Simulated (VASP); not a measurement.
Band structure of Ni3Al (space group Pm-3m). Method: PBE GGA, VASP's PBE PAW potentials (set 64) (plane waves; VASP 6.6.1).

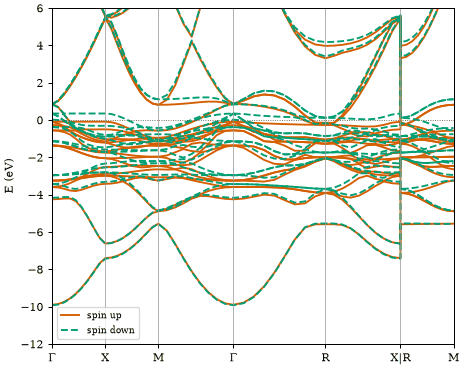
*Bands along high-symmetry lines, zero at the valence-band maximum or, without a gap, the Fermi level*

**Question.** Read the plot: is there a gap, and where are the band edges?

**Answer.** It has no gap at this level: it comes out as a metal or semimetal.

The structure is a typed Ni3Al crystal (Pm-3m). The cell was not relaxed at this level.
